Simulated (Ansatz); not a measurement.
# CH3Cl3Si (methyltrichlorosilane) at PBE0/cc-pVDZ

Aim: the vertical ionisation energy of CH3Cl3Si (methyltrichlorosilane) at PBE0/cc-pVDZ, from 2 runs. 

Program for the calculation: Ansatz 0.2.0.

80 further runs of the same task are left out: 6 that didn't finish, 74 set aside as unsound or not needed.

## 1. The structure to begin with

CH3Cl3Si: 8 atoms, total charge 0, spin state singlet. As SMILES, `C[Si](Cl)(Cl)Cl`. Geometry: relaxed at PBE0-D4/def2-TZVP.

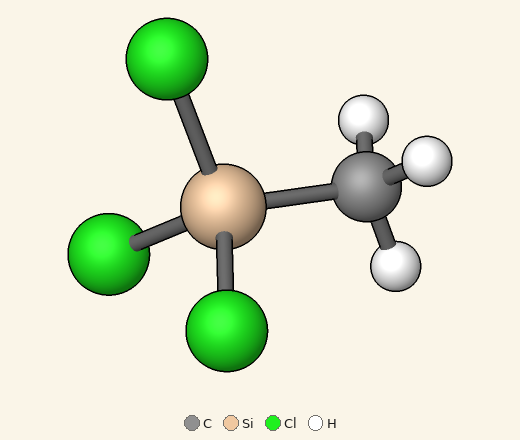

Viewed from a chosen angle; carbon grey, silicon light orange, chlorine green, hydrogen white.

## 2. The energy at PBE0/cc-pVDZ

File in.yaml:

```yaml
crystal:
  periodic: [false, false, false]
  atoms:
    - {symbol: C, position_ang: [-0.728900, -0.279600, 0.686100]}
    - {symbol: Si, position_ang: [0.568900, 0.197900, -0.528700]}
    - {symbol: Cl, position_ang: [2.360400, -0.640000, -0.033600]}
    - {symbol: Cl, position_ang: [0.065900, -0.429500, -2.402200]}
    - {symbol: Cl, position_ang: [0.801200, 2.223000, -0.573800]}
    - {symbol: H, position_ang: [-0.844500, -1.365200, 0.700800]}
    - {symbol: H, position_ang: [-0.448300, 0.061100, 1.684800]}
    - {symbol: H, position_ang: [-1.682600, 0.175200, 0.410800]}
basis:
  gaussian:
    orbitals: cc-pVDZ
hamiltonian:
  xc: pbe0
accuracy: high
output:
  orbitals: {seedname: orbitals}
```

Launch:

```
$ ansatz run in.yaml --threads 1 --pin off --max-ram 3480MiB --events-out events.jsonl --progress --plain --runs-dir runs
```

Standard output:

```text
Warning: RAYON_NUM_THREADS=1 ignored (pool sized by the plan → 1); use --threads N
Functional definition: PBE0
  name "PBE0"
  parameter a = 0.25
  parameter kappa = 0.804
  parameter beta = 0.06672455060314922
  exchange = (1 - a)*pbe_x(kappa = kappa, mu = beta*pi^2/3) + a*exact_x
  correlation = pbe_c(beta = beta)
2365 factors; integrals over basis functions are off by at most 3.4e-9 eV
mean field evaluation 1: about -46515.4369 eV, gradient 4.1e1 eV
mean field evaluation 2: about -46514.7241 eV, gradient 4.2e1 eV
mean field evaluation 4: about -46519.3936 eV, gradient 8.5e-1 eV
mean field evaluation 8: about -46519.6030 eV, gradient 1.3e-1 eV
mean field evaluation 16: about -46519.6031 eV, gradient 1.1e-5 eV
mean field -46519.60310312 eV, -1709.5638819201 hartree, gradient 5.5e-8 eV, S^2 0.000000; 0 other end points of the search recorded, 0 dependent functions left out
reference -46519.60310546 eV, -1709.5638820061 hartree; 37, 37 occupied and 64, 64 virtual orbitals, 2365 factors
Total energy: -46519.60310546 eV, -1709.5638820061 hartree
```

It took 15 s on 1 thread of Arm Neoverse V1, shared host; peak memory 0.44 GiB.

## 3. The doublet cation at the same level

File molecule.yaml:

```yaml
crystal:
  periodic: [false, false, false]
  atoms:
    - {symbol: C, position_ang: [-0.728900, -0.279600, 0.686100]}
    - {symbol: Si, position_ang: [0.568900, 0.197900, -0.528700]}
    - {symbol: Cl, position_ang: [2.360400, -0.640000, -0.033600]}
    - {symbol: Cl, position_ang: [0.065900, -0.429500, -2.402200]}
    - {symbol: Cl, position_ang: [0.801200, 2.223000, -0.573800]}
    - {symbol: H, position_ang: [-0.844500, -1.365200, 0.700800]}
    - {symbol: H, position_ang: [-0.448300, 0.061100, 1.684800]}
    - {symbol: H, position_ang: [-1.682600, 0.175200, 0.410800]}
basis:
  gaussian:
    orbitals: cc-pVDZ
total_charge: 1
output: {orbitals: {seedname: orbitals}}
accuracy: high
hamiltonian:
  xc: {name: PBE0}
magnetization:
  spin_polarized: true
  initial_magnetization: 1
```

Launch:

```
$ ansatz run molecule.yaml --threads 1 --pin off --max-ram 3480MiB --events-out events.jsonl --progress --plain --runs-dir runs
```

Standard output (excerpt; [...] marks lines left out):

```text
Warning: RAYON_NUM_THREADS=1 ignored (pool sized by the plan → 1); use --threads N
[... 7 set-up lines as earlier in the session ...]
2365 factors; integrals over basis functions are off by at most 3.4e-9 eV
mean field evaluation 1: about -46502.1723 eV, gradient 3.5e1 eV
mean field evaluation 2: about -46494.2786 eV, gradient 4.6e1 eV
mean field evaluation 4: about -46508.1003 eV, gradient 4.0e0 eV
mean field evaluation 8: about -46508.4180 eV, gradient 7.0e-1 eV
mean field evaluation 16: about -46508.4211 eV, gradient 5.9e-4 eV
mean field evaluation 32: about -46508.4242 eV, gradient 4.0e-1 eV
mean field evaluation 64: about -46508.3849 eV, gradient 4.5e-1 eV
mean field -46508.43555705 eV, -1709.1534821718 hartree, gradient 3.7e-8 eV, S^2 0.754763; 7 other end points of the search recorded, 0 dependent functions left out
reference -46508.43555945 eV, -1709.1534822599 hartree; 37, 36 occupied and 64, 65 virtual orbitals, 2365 factors
Total energy: -46508.43555945 eV, -1709.1534822599 hartree
```

Wall time 95 s (1 thread of Arm Neoverse V1, shared host); peak memory 0.67 GiB.

## 4. What came out

At PBE0/cc-pVDZ:

| quantity | value |
| --- | --- |
| singlet CH3Cl3Si: total energy | -1709.56388 Eh |
| singlet CH3Cl3Si: HOMO energy | -9.09 eV |
| singlet CH3Cl3Si: LUMO energy | 0.42 eV |
| singlet CH3Cl3Si: HOMO–LUMO gap | 9.51 eV |
| doublet cation: total energy | -1709.15348 Eh |
| doublet cation: HOMO energy (highest over α and β) | -14.71 eV |
| doublet cation: LUMO energy (lowest over α and β) | -13.19 eV |
| doublet cation: ⟨S²⟩ | 0.755 |
| vertical ionisation energy (to the doublet cation) | 11.168 eV |

**Reading.** The vertical ionisation energy comes to 11.17 eV (258 kcal/mol). −ε(HOMO) before ionisation, 9.09 eV, is 2.08 eV below this ionisation energy.
